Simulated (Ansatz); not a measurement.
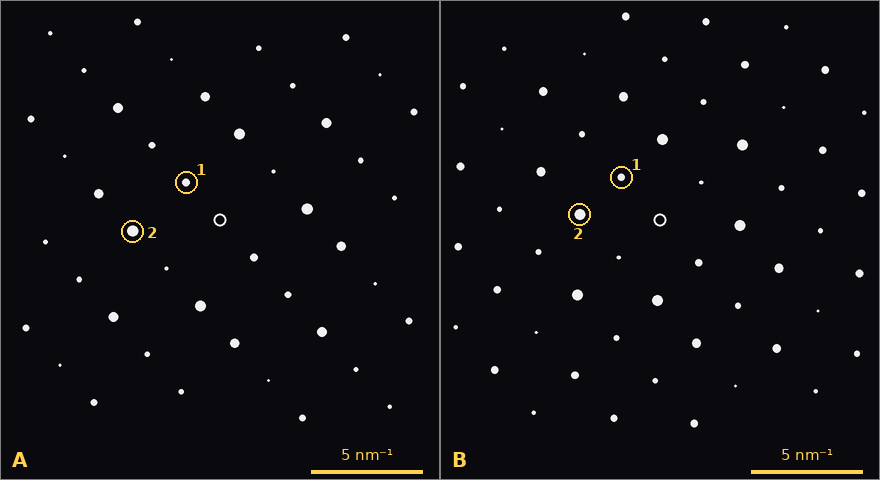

Kinematic electron diffraction patterns (300 kV, B = 0.5 Å², same scale) along [110] of the run's own cell, for the start and the end of one relaxation of Zn2Bi with DFT PBE, scalar-relativistic, plane waves, PAW (Ansatz). k mesh 12×12×16. The start is a generated model structure, and the relaxation ends in the nearest stationary point of its symmetry, not necessarily the ground state. Spot 1 is -1 1 0 and spot 2 is -1 1 1 in both.

Start structure:

```yaml
crystal:
  lattice:
    - [5.03493, 0.00000, 0.00000]
    - [-2.51747, 4.36038, 0.00000]
    - [0.00000, 0.00000, 3.05800]
  atoms:
    - { symbol: Zn, position: [0.33333, 0.66667, 0.50000] }
    - { symbol: Zn, position: [0.66667, 0.33333, 0.50000] }
    - { symbol: Bi, position: [0.00000, 0.00000, 0.00000] }
```

Question: Which pattern belongs to the start structure, and which to the relaxed one?

Answer: A is the start: its cell gives d(1) = 4.360 Å, d(2) = 2.504 Å and an angle of 55.0°. B is the relaxed structure, with d(1) = 3.803 Å (-12.8 %), d(2) = 2.739 Å (+9.4 %) and 43.9°.

Question: What did the relaxation do to the structure and the energy?

Answer: The volume changed by -1.8 % to 21.98 Å³ an atom; the fractional coordinates hardly changed; the space group stayed P6/mmm (No. 191); the free energy fell by 130 meV an atom. Relaxed cell: a = 4.391 Å, b = 4.391 Å, c = 3.949 Å, α = 90.00°, β = 90.00°, γ = 120.00°.
